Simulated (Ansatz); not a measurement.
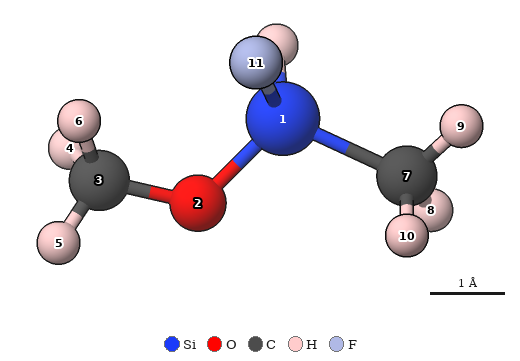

Figure 1. The structure as given in the input (ball-and-stick view, seen on its broad side; atoms are numbered from 1 in the order of the input). Bond lengths as drawn: C–H 1.04 to 1.14 Å, C–O 1.38 Å, C–Si 1.87 Å, F–Si 1.59 Å, H–Si 1.52 Å and O–Si 1.64 Å.

# Run report: C$_{2}$H$_{7}$FOSi, molecular dynamics (part 1 of 3)

System: C$_{2}$H$_{7}$FOSi.
Method: RHF/6-31G* (Ansatz 0.2.0).

It belongs to a series of runs on one base structure; here: dynamics from the last frame of an earlier run. Figures and captions count atoms from 1; the log counts them from 0 in places.

## Log
```
Engine: ansatz 0.2.0, aarch64-unknown-linux-gnu
Functional definition: HF
  exchange = exact_x
  correlation = 0
1016 factors; integrals over basis functions are off by at most 3.7e-4 eV
mean field evaluation 1: about -14776.1704 eV, gradient 3.9e1 eV
mean field evaluation 2: about -14776.2447 eV, gradient 3.9e1 eV
mean field evaluation 4: about -14779.3452 eV, gradient 3.5e0 eV
mean field evaluation 8: about -14779.3804 eV, gradient 9.8e-5 eV
mean field -14779.38037269 eV, -543.1322108726 hartree, gradient 1.7e-5 eV, S^2 0.000000; 0 other end points of the search recorded, 0 dependent functions left out
the calculation of the forces begins
reference -14779.38037269 eV, -543.1322108726 hartree; 25, 25 occupied and 68, 68 virtual orbitals, 1016 factors
md step     0: t =     0.00 fs  T =   641.7 K  F+E_penalty+E_count = -14779.38037269 eV  E_kin = 0.995302 eV  (31 SCF iters)
these checks for a lower state are left out or cut short: starts, cluster_reference, orbital_swaps, neighbouring_geometries, increment
1016 factors; integrals over basis functions are off by at most 3.8e-4 eV
mean field evaluation 16: about -14779.4078 eV, gradient 9.3e-4 eV
mean field -14779.40780235 eV, -543.1332188939 hartree, gradient 2.6e-5 eV, S^2 0.000000; 0 other end points of the search recorded, 0 dependent functions left out
the calculation of the forces begins
reference -14779.40780235 eV, -543.1332188939 hartree; 25, 25 occupied and 68, 68 virtual orbitals, 1016 factors
md step     1: t =     0.50 fs  T =   677.0 K  F+E_penalty+E_count = -14779.40780235 eV  E_kin = 1.050097 eV  (31 SCF iters)
[... from here on the SCF iterations and repeated set-up lines of each step are left out, up to the last step ...]
md step     2: t =     1.00 fs  T =   696.0 K  F+E_penalty+E_count = -14779.39715418 eV  E_kin = 1.079585 eV  (31 SCF iters)
md step     3: t =     1.50 fs  T =   675.4 K  F+E_penalty+E_count = -14779.35048993 eV  E_kin = 1.047697 eV  (31 SCF iters)
md step     4: t =     2.00 fs  T =   637.5 K  F+E_penalty+E_count = -14779.28037395 eV  E_kin = 0.988882 eV  (31 SCF iters)
md step     5: t =     2.50 fs  T =   585.2 K  F+E_penalty+E_count = -14779.19679460 eV  E_kin = 0.907728 eV  (31 SCF iters)
md step     6: t =     3.00 fs  T =   524.5 K  F+E_penalty+E_count = -14779.11389539 eV  E_kin = 0.813549 eV  (31 SCF iters)
md step     7: t =     3.50 fs  T =   482.8 K  F+E_penalty+E_count = -14779.05206375 eV  E_kin = 0.748850 eV  (31 SCF iters)
md step     8: t =     4.00 fs  T =   433.8 K  F+E_penalty+E_count = -14779.02984122 eV  E_kin = 0.672892 eV  (30 SCF iters)
md step     9: t =     4.50 fs  T =   437.7 K  F+E_penalty+E_count = -14779.04426893 eV  E_kin = 0.678851 eV  (31 SCF iters)
md step    10: t =     5.00 fs  T =   420.3 K  F+E_penalty+E_count = -14779.07447525 eV  E_kin = 0.651905 eV  (31 SCF iters)
md step    11: t =     5.50 fs  T =   442.8 K  F+E_penalty+E_count = -14779.10673217 eV  E_kin = 0.686838 eV  (31 SCF iters)
md step    12: t =     6.00 fs  T =   466.3 K  F+E_penalty+E_count = -14779.12172116 eV  E_kin = 0.723365 eV  (31 SCF iters)
md step    13: t =     6.50 fs  T =   441.6 K  F+E_penalty+E_count = -14779.10928301 eV  E_kin = 0.684943 eV  (31 SCF iters)
md step    14: t =     7.00 fs  T =   439.1 K  F+E_penalty+E_count = -14779.08196219 eV  E_kin = 0.681139 eV  (31 SCF iters)
md step    15: t =     7.50 fs  T =   416.8 K  F+E_penalty+E_count = -14779.05590729 eV  E_kin = 0.646582 eV  (31 SCF iters)
md step    16: t =     8.00 fs  T =   393.0 K  F+E_penalty+E_count = -14779.04362524 eV  E_kin = 0.609654 eV  (31 SCF iters)
md step    17: t =     8.50 fs  T =   400.1 K  F+E_penalty+E_count = -14779.05328032 eV  E_kin = 0.620676 eV  (30 SCF iters)
md step    18: t =     9.00 fs  T =   441.0 K  F+E_penalty+E_count = -14779.08465942 eV  E_kin = 0.683971 eV  (31 SCF iters)
md step    19: t =     9.50 fs  T =   468.0 K  F+E_penalty+E_count = -14779.12032584 eV  E_kin = 0.725883 eV  (30 SCF iters)
md step    20: t =    10.00 fs  T =   489.6 K  F+E_penalty+E_count = -14779.14257356 eV  E_kin = 0.759428 eV  (33 SCF iters)
md step    21: t =    10.50 fs  T =   528.1 K  F+E_penalty+E_count = -14779.15129536 eV  E_kin = 0.819130 eV  (31 SCF iters)
md step    22: t =    11.00 fs  T =   518.8 K  F+E_penalty+E_count = -14779.14973353 eV  E_kin = 0.804781 eV  (32 SCF iters)
md step    23: t =    11.50 fs  T =   551.3 K  F+E_penalty+E_count = -14779.13725079 eV  E_kin = 0.855187 eV  (32 SCF iters)
md step    24: t =    12.00 fs  T =   520.9 K  F+E_penalty+E_count = -14779.10510098 eV  E_kin = 0.808050 eV  (32 SCF iters)
md step    25: t =    12.50 fs  T =   478.6 K  F+E_penalty+E_count = -14779.05243299 eV  E_kin = 0.742378 eV  (32 SCF iters)
md step    26: t =    13.00 fs  T =   440.4 K  F+E_penalty+E_count = -14778.99495478 eV  E_kin = 0.683089 eV  (31 SCF iters)
md step    27: t =    13.50 fs  T =   427.2 K  F+E_penalty+E_count = -14778.95610624 eV  E_kin = 0.662648 eV  (32 SCF iters)
md step    28: t =    14.00 fs  T =   437.4 K  F+E_penalty+E_count = -14778.95901391 eV  E_kin = 0.678469 eV  (32 SCF iters)
md step    29: t =    14.50 fs  T =   487.9 K  F+E_penalty+E_count = -14779.01221523 eV  E_kin = 0.756867 eV  (32 SCF iters)
md step    30: t =    15.00 fs  T =   512.1 K  F+E_penalty+E_count = -14779.08268612 eV  E_kin = 0.794266 eV  (32 SCF iters)
md step    31: t =    15.50 fs  T =   546.9 K  F+E_penalty+E_count = -14779.13929062 eV  E_kin = 0.848321 eV  (31 SCF iters)
md step    32: t =    16.00 fs  T =   562.7 K  F+E_penalty+E_count = -14779.16917375 eV  E_kin = 0.872797 eV  (31 SCF iters)
md step    33: t =    16.50 fs  T =   540.7 K  F+E_penalty+E_count = -14779.16687147 eV  E_kin = 0.838702 eV  (31 SCF iters)
md step    34: t =    17.00 fs  T =   518.6 K  F+E_penalty+E_count = -14779.14494469 eV  E_kin = 0.804404 eV  (31 SCF iters)
md step    35: t =    17.50 fs  T =   526.1 K  F+E_penalty+E_count = -14779.11915281 eV  E_kin = 0.816016 eV  (31 SCF iters)
md step    36: t =    18.00 fs  T =   530.2 K  F+E_penalty+E_count = -14779.09235963 eV  E_kin = 0.822350 eV  (31 SCF iters)
md step    37: t =    18.50 fs  T =   494.3 K  F+E_penalty+E_count = -14779.06413779 eV  E_kin = 0.766657 eV  (31 SCF iters)
md step    38: t =    19.00 fs  T =   476.6 K  F+E_penalty+E_count = -14779.03943982 eV  E_kin = 0.739324 eV  (32 SCF iters)
md step    39: t =    19.50 fs  T =   486.4 K  F+E_penalty+E_count = -14779.02393533 eV  E_kin = 0.754458 eV  (32 SCF iters)
md step    40: t =    20.00 fs  T =   482.2 K  F+E_penalty+E_count = -14779.02211947 eV  E_kin = 0.747919 eV  (32 SCF iters)
md step    41: t =    20.50 fs  T =   516.3 K  F+E_penalty+E_count = -14779.04104529 eV  E_kin = 0.800911 eV  (33 SCF iters)
md step    42: t =    21.00 fs  T =   584.0 K  F+E_penalty+E_count = -14779.07712280 eV  E_kin = 0.905782 eV  (32 SCF iters)
md step    43: t =    21.50 fs  T =   586.6 K  F+E_penalty+E_count = -14779.10599926 eV  E_kin = 0.909871 eV  (32 SCF iters)
md step    44: t =    22.00 fs  T =   585.7 K  F+E_penalty+E_count = -14779.09788250 eV  E_kin = 0.908516 eV  (32 SCF iters)
md step    45: t =    22.50 fs  T =   546.2 K  F+E_penalty+E_count = -14779.03464360 eV  E_kin = 0.847242 eV  (32 SCF iters)
md step    46: t =    23.00 fs  T =   490.5 K  F+E_penalty+E_count = -14778.92703556 eV  E_kin = 0.760895 eV  (32 SCF iters)
md step    47: t =    23.50 fs  T =   414.3 K  F+E_penalty+E_count = -14778.81570873 eV  E_kin = 0.642555 eV  (32 SCF iters)
md step    48: t =    24.00 fs  T =   379.8 K  F+E_penalty+E_count = -14778.74788471 eV  E_kin = 0.589159 eV  (32 SCF iters)
md step    49: t =    24.50 fs  T =   374.6 K  F+E_penalty+E_count = -14778.75028642 eV  E_kin = 0.580975 eV  (32 SCF iters)
md step    50: t =    25.00 fs  T =   399.3 K  F+E_penalty+E_count = -14778.80379331 eV  E_kin = 0.619408 eV  (32 SCF iters)
md step    51: t =    25.50 fs  T =   412.1 K  F+E_penalty+E_count = -14778.86900854 eV  E_kin = 0.639141 eV  (32 SCF iters)
md step    52: t =    26.00 fs  T =   456.4 K  F+E_penalty+E_count = -14778.92224505 eV  E_kin = 0.707896 eV  (32 SCF iters)
md step    53: t =    26.50 fs  T =   461.1 K  F+E_penalty+E_count = -14778.95426304 eV  E_kin = 0.715286 eV  (32 SCF iters)
md step    54: t =    27.00 fs  T =   468.9 K  F+E_penalty+E_count = -14778.97187058 eV  E_kin = 0.727308 eV  (32 SCF iters)
md step    55: t =    27.50 fs  T =   434.6 K  F+E_penalty+E_count = -14778.98129865 eV  E_kin = 0.674115 eV  (32 SCF iters)
md step    56: t =    28.00 fs  T =   460.3 K  F+E_penalty+E_count = -14778.98943031 eV  E_kin = 0.713963 eV  (32 SCF iters)
md step    57: t =    28.50 fs  T =   483.5 K  F+E_penalty+E_count = -14779.00379271 eV  E_kin = 0.749956 eV  (32 SCF iters)
md step    58: t =    29.00 fs  T =   497.4 K  F+E_penalty+E_count = -14779.02169118 eV  E_kin = 0.771590 eV  (32 SCF iters)
md step    59: t =    29.50 fs  T =   513.2 K  F+E_penalty+E_count = -14779.03838724 eV  E_kin = 0.796004 eV  (32 SCF iters)
md step    60: t =    30.00 fs  T =   518.2 K  F+E_penalty+E_count = -14779.05739058 eV  E_kin = 0.803816 eV  (31 SCF iters)
md step    61: t =    30.50 fs  T =   525.0 K  F+E_penalty+E_count = -14779.08137090 eV  E_kin = 0.814278 eV  (32 SCF iters)
md step    62: t =    31.00 fs  T =   578.6 K  F+E_penalty+E_count = -14779.12129153 eV  E_kin = 0.897460 eV  (33 SCF iters)
md step    63: t =    31.50 fs  T =   593.0 K  F+E_penalty+E_count = -14779.17127168 eV  E_kin = 0.919868 eV  (32 SCF iters)
md step    64: t =    32.00 fs  T =   607.0 K  F+E_penalty+E_count = -14779.20926434 eV  E_kin = 0.941465 eV  (32 SCF iters)
md step    65: t =    32.50 fs  T =   625.8 K  F+E_penalty+E_count = -14779.21020951 eV  E_kin = 0.970654 eV  (32 SCF iters)
md step    66: t =    33.00 fs  T =   574.8 K  F+E_penalty+E_count = -14779.16045351 eV  E_kin = 0.891561 eV  (32 SCF iters)
md step    67: t =    33.50 fs  T =   535.0 K  F+E_penalty+E_count = -14779.07671408 eV  E_kin = 0.829863 eV  (32 SCF iters)
md step    68: t =    34.00 fs  T =   464.2 K  F+E_penalty+E_count = -14779.00017759 eV  E_kin = 0.720021 eV  (32 SCF iters)
md step    69: t =    34.50 fs  T =   437.7 K  F+E_penalty+E_count = -14778.96792734 eV  E_kin = 0.678946 eV  (33 SCF iters)
md step    70: t =    35.00 fs  T =   473.9 K  F+E_penalty+E_count = -14778.98727600 eV  E_kin = 0.735134 eV  (33 SCF iters)
md step    71: t =    35.50 fs  T =   548.8 K  F+E_penalty+E_count = -14779.04430570 eV  E_kin = 0.851222 eV  (33 SCF iters)
md step    72: t =    36.00 fs  T =   597.0 K  F+E_penalty+E_count = -14779.11101244 eV  E_kin = 0.926020 eV  (32 SCF iters)
md step    73: t =    36.50 fs  T =   606.7 K  F+E_penalty+E_count = -14779.16381290 eV  E_kin = 0.940997 eV  (32 SCF iters)
md step    74: t =    37.00 fs  T =   626.0 K  F+E_penalty+E_count = -14779.18928083 eV  E_kin = 0.971025 eV  (31 SCF iters)
md step    75: t =    37.50 fs  T =   624.1 K  F+E_penalty+E_count = -14779.18545741 eV  E_kin = 0.968109 eV  (31 SCF iters)
md step    76: t =    38.00 fs  T =   613.1 K  F+E_penalty+E_count = -14779.16074263 eV  E_kin = 0.951012 eV  (31 SCF iters)
md step    77: t =    38.50 fs  T =   556.9 K  F+E_penalty+E_count = -14779.13035160 eV  E_kin = 0.863847 eV  (31 SCF iters)
md step    78: t =    39.00 fs  T =   519.0 K  F+E_penalty+E_count = -14779.10455318 eV  E_kin = 0.804999 eV  (31 SCF iters)
md step    79: t =    39.50 fs  T =   504.7 K  F+E_penalty+E_count = -14779.08839058 eV  E_kin = 0.782923 eV  (32 SCF iters)
md step    80: t =    40.00 fs  T =   511.3 K  F+E_penalty+E_count = -14779.09226897 eV  E_kin = 0.793143 eV  (31 SCF iters)
md step    81: t =    40.50 fs  T =   507.4 K  F+E_penalty+E_count = -14779.11956155 eV  E_kin = 0.787065 eV  (31 SCF iters)
md step    82: t =    41.00 fs  T =   570.6 K  F+E_penalty+E_count = -14779.16126546 eV  E_kin = 0.885094 eV  (31 SCF iters)
md step    83: t =    41.50 fs  T =   592.7 K  F+E_penalty+E_count = -14779.20148101 eV  E_kin = 0.919379 eV  (33 SCF iters)
md step    84: t =    42.00 fs  T =   587.8 K  F+E_penalty+E_count = -14779.22605994 eV  E_kin = 0.911692 eV  (30 SCF iters)
md step    85: t =    42.50 fs  T =   593.9 K  F+E_penalty+E_count = -14779.22972597 eV  E_kin = 0.921219 eV  (31 SCF iters)
md step    86: t =    43.00 fs  T =   558.4 K  F+E_penalty+E_count = -14779.20728450 eV  E_kin = 0.866132 eV  (31 SCF iters)
md step    87: t =    43.50 fs  T =   493.4 K  F+E_penalty+E_count = -14779.15355332 eV  E_kin = 0.765374 eV  (31 SCF iters)
md step    88: t =    44.00 fs  T =   436.7 K  F+E_penalty+E_count = -14779.07058069 eV  E_kin = 0.677386 eV  (31 SCF iters)
md step    89: t =    44.50 fs  T =   371.1 K  F+E_penalty+E_count = -14778.98054610 eV  E_kin = 0.575565 eV  (30 SCF iters)
md step    90: t =    45.00 fs  T =   334.8 K  F+E_penalty+E_count = -14778.92128534 eV  E_kin = 0.519340 eV  (31 SCF iters)
md step    91: t =    45.50 fs  T =   343.7 K  F+E_penalty+E_count = -14778.92147559 eV  E_kin = 0.533177 eV  (31 SCF iters)
md step    92: t =    46.00 fs  T =   397.4 K  F+E_penalty+E_count = -14778.97544040 eV  E_kin = 0.616440 eV  (31 SCF iters)
md step    93: t =    46.50 fs  T =   419.0 K  F+E_penalty+E_count = -14779.05261315 eV  E_kin = 0.649990 eV  (31 SCF iters)
md step    94: t =    47.00 fs  T =   469.6 K  F+E_penalty+E_count = -14779.12460192 eV  E_kin = 0.728439 eV  (31 SCF iters)
md step    95: t =    47.50 fs  T =   511.1 K  F+E_penalty+E_count = -14779.17347451 eV  E_kin = 0.792794 eV  (31 SCF iters)
md step    96: t =    48.00 fs  T =   493.1 K  F+E_penalty+E_count = -14779.18912769 eV  E_kin = 0.764808 eV  (30 SCF iters)
md step    97: t =    48.50 fs  T =   477.9 K  F+E_penalty+E_count = -14779.17774452 eV  E_kin = 0.741338 eV  (31 SCF iters)
md step    98: t =    49.00 fs  T =   457.4 K  F+E_penalty+E_count = -14779.15481053 eV  E_kin = 0.709546 eV  (31 SCF iters)
md step    99: t =    49.50 fs  T =   473.5 K  F+E_penalty+E_count = -14779.13161700 eV  E_kin = 0.734394 eV  (31 SCF iters)
md step   100: t =    50.00 fs  T =   478.9 K  F+E_penalty+E_count = -14779.10706538 eV  E_kin = 0.742816 eV  (31 SCF iters)
md step   101: t =    50.50 fs  T =   441.2 K  F+E_penalty+E_count = -14779.08388660 eV  E_kin = 0.684334 eV  (31 SCF iters)
md step   102: t =    51.00 fs  T =   432.3 K  F+E_penalty+E_count = -14779.07100473 eV  E_kin = 0.670611 eV  (31 SCF iters)
md step   103: t =    51.50 fs  T =   466.3 K  F+E_penalty+E_count = -14779.06975415 eV  E_kin = 0.723277 eV  (31 SCF iters)
md step   104: t =    52.00 fs  T =   492.3 K  F+E_penalty+E_count = -14779.07538122 eV  E_kin = 0.763562 eV  (31 SCF iters)
md step   105: t =    52.50 fs  T =   493.3 K  F+E_penalty+E_count = -14779.08649303 eV  E_kin = 0.765217 eV  (33 SCF iters)
md step   106: t =    53.00 fs  T =   529.9 K  F+E_penalty+E_count = -14779.10678196 eV  E_kin = 0.821880 eV  (31 SCF iters)
md step   107: t =    53.50 fs  T =   542.5 K  F+E_penalty+E_count = -14779.12899724 eV  E_kin = 0.841422 eV  (31 SCF iters)
md step   108: t =    54.00 fs  T =   547.1 K  F+E_penalty+E_count = -14779.13223790 eV  E_kin = 0.848594 eV  (32 SCF iters)
md step   109: t =    54.50 fs  T =   510.6 K  F+E_penalty+E_count = -14779.10269206 eV  E_kin = 0.791991 eV  (32 SCF iters)
md step   110: t =    55.00 fs  T =   470.1 K  F+E_penalty+E_count = -14779.04608431 eV  E_kin = 0.729239 eV  (32 SCF iters)
md step   111: t =    55.50 fs  T =   415.4 K  F+E_penalty+E_count = -14778.99155332 eV  E_kin = 0.644293 eV  (32 SCF iters)
md step   112: t =    56.00 fs  T =   393.9 K  F+E_penalty+E_count = -14778.96520412 eV  E_kin = 0.610991 eV  (32 SCF iters)
md step   113: t =    56.50 fs  T =   400.5 K  F+E_penalty+E_count = -14778.97362913 eV  E_kin = 0.621185 eV  (33 SCF iters)
md step   114: t =    57.00 fs  T =   417.8 K  F+E_penalty+E_count = -14779.01232649 eV  E_kin = 0.648020 eV  (32 SCF iters)
md step   115: t =    57.50 fs  T =   446.8 K  F+E_penalty+E_count = -14779.07174893 eV  E_kin = 0.693105 eV  (32 SCF iters)
md step   116: t =    58.00 fs  T =   464.1 K  F+E_penalty+E_count = -14779.14458891 eV  E_kin = 0.719830 eV  (32 SCF iters)
md step   117: t =    58.50 fs  T =   530.5 K  F+E_penalty+E_count = -14779.21958175 eV  E_kin = 0.822945 eV  (31 SCF iters)
md step   118: t =    59.00 fs  T =   600.4 K  F+E_penalty+E_count = -14779.28020971 eV  E_kin = 0.931302 eV  (32 SCF iters)
md step   119: t =    59.50 fs  T =   639.1 K  F+E_penalty+E_count = -14779.31752847 eV  E_kin = 0.991314 eV  (32 SCF iters)
md step   120: t =    60.00 fs  T =   631.7 K  F+E_penalty+E_count = -14779.32447545 eV  E_kin = 0.979793 eV  (32 SCF iters)
md step   121: t =    60.50 fs  T =   649.9 K  F+E_penalty+E_count = -14779.30029729 eV  E_kin = 1.008118 eV  (32 SCF iters)
md step   122: t =    61.00 fs  T =   604.5 K  F+E_penalty+E_count = -14779.25033586 eV  E_kin = 0.937659 eV  (32 SCF iters)
md step   123: t =    61.50 fs  T =   534.7 K  F+E_penalty+E_count = -14779.18114966 eV  E_kin = 0.829427 eV  (31 SCF iters)
md step   124: t =    62.00 fs  T =   473.8 K  F+E_penalty+E_count = -14779.10911050 eV  E_kin = 0.734961 eV  (31 SCF iters)
md step   125: t =    62.50 fs  T =   450.4 K  F+E_penalty+E_count = -14779.05813252 eV  E_kin = 0.698649 eV  (31 SCF iters)
md step   126: t =    63.00 fs  T =   428.4 K  F+E_penalty+E_count = -14779.04176293 eV  E_kin = 0.664460 eV  (33 SCF iters)
md step   127: t =    63.50 fs  T =   431.2 K  F+E_penalty+E_count = -14779.05185434 eV  E_kin = 0.668870 eV  (32 SCF iters)
md step   128: t =    64.00 fs  T =   412.5 K  F+E_penalty+E_count = -14779.06724798 eV  E_kin = 0.639804 eV  (32 SCF iters)
md step   129: t =    64.50 fs  T =   429.7 K  F+E_penalty+E_count = -14779.06625128 eV  E_kin = 0.666518 eV  (32 SCF iters)
md step   130: t =    65.00 fs  T =   416.2 K  F+E_penalty+E_count = -14779.03101920 eV  E_kin = 0.645548 eV  (32 SCF iters)
md step   131: t =    65.50 fs  T =   406.4 K  F+E_penalty+E_count = -14778.96177170 eV  E_kin = 0.630371 eV  (32 SCF iters)
md step   132: t =    66.00 fs  T =   355.3 K  F+E_penalty+E_count = -14778.88074156 eV  E_kin = 0.551068 eV  (32 SCF iters)
md step   133: t =    66.50 fs  T =   331.7 K  F+E_penalty+E_count = -14778.82844404 eV  E_kin = 0.514573 eV  (33 SCF iters)
md step   134: t =    67.00 fs  T =   366.3 K  F+E_penalty+E_count = -14778.84193708 eV  E_kin = 0.568231 eV  (33 SCF iters)
md step   135: t =    67.50 fs  T =   407.4 K  F+E_penalty+E_count = -14778.92198915 eV  E_kin = 0.631972 eV  (32 SCF iters)
md step   136: t =    68.00 fs  T =   464.2 K  F+E_penalty+E_count = -14779.03453246 eV  E_kin = 0.719971 eV  (32 SCF iters)
md step   137: t =    68.50 fs  T =   525.5 K  F+E_penalty+E_count = -14779.14500165 eV  E_kin = 0.815042 eV  (32 SCF iters)
md step   138: t =    69.00 fs  T =   606.0 K  F+E_penalty+E_count = -14779.23139732 eV  E_kin = 0.939949 eV  (32 SCF iters)
md step   139: t =    69.50 fs  T =   685.1 K  F+E_penalty+E_count = -14779.27864827 eV  E_kin = 1.062627 eV  (32 SCF iters)
md step   140: t =    70.00 fs  T =   690.6 K  F+E_penalty+E_count = -14779.28266893 eV  E_kin = 1.071248 eV  (32 SCF iters)
md step   141: t =    70.50 fs  T =   664.2 K  F+E_penalty+E_count = -14779.24590259 eV  E_kin = 1.030255 eV  (32 SCF iters)
md step   142: t =    71.00 fs  T =   620.8 K  F+E_penalty+E_count = -14779.17589179 eV  E_kin = 0.962981 eV  (32 SCF iters)
md step   143: t =    71.50 fs  T =   567.0 K  F+E_penalty+E_count = -14779.09026615 eV  E_kin = 0.879495 eV  (32 SCF iters)
md step   144: t =    72.00 fs  T =   528.6 K  F+E_penalty+E_count = -14779.01180744 eV  E_kin = 0.819971 eV  (32 SCF iters)
md step   145: t =    72.50 fs  T =   486.5 K  F+E_penalty+E_count = -14778.96281827 eV  E_kin = 0.754603 eV  (31 SCF iters)
md step   146: t =    73.00 fs  T =   482.4 K  F+E_penalty+E_count = -14778.96396667 eV  E_kin = 0.748280 eV  (31 SCF iters)
md step   147: t =    73.50 fs  T =   502.0 K  F+E_penalty+E_count = -14779.01058487 eV  E_kin = 0.778710 eV  (33 SCF iters)
md step   148: t =    74.00 fs  T =   562.4 K  F+E_penalty+E_count = -14779.07852835 eV  E_kin = 0.872377 eV  (31 SCF iters)
md step   149: t =    74.50 fs  T =   592.5 K  F+E_penalty+E_count = -14779.13287008 eV  E_kin = 0.919080 eV  (32 SCF iters)
these checks for a lower state are left out or cut short: starts, cluster_reference, orbital_swaps, neighbouring_geometries, increment
1016 factors; integrals over basis functions are off by at most 3.7e-4 eV
mean field -14779.14160215 eV, -543.1234362169 hartree, gradient 9.6e-6 eV, S^2 0.000000; 0 other end points of the search recorded, 0 dependent functions left out
the calculation of the forces begins
reference -14779.14160215 eV, -543.1234362169 hartree; 25, 25 occupied and 68, 68 virtual orbitals, 1016 factors
1016 factors; integrals over basis functions are off by at most 3.7e-4 eV
mean field evaluation 1152: about -14775.8075 eV, gradient 4.0e1 eV
mean field -14779.14160215 eV, -543.1234362169 hartree, gradient 9.6e-6 eV, S^2 0.000000; 1 other end points of the search recorded, 0 dependent functions left out
the calculation of the forces begins
reference -14779.14160215 eV, -543.1234362169 hartree; 25, 25 occupied and 68, 68 virtual orbitals, 1016 factors
md step   150: t =    75.00 fs  T =   582.8 K  F+E_penalty+E_count = -14779.14160215 eV  E_kin = 0.904032 eV  (33 SCF iters)
```
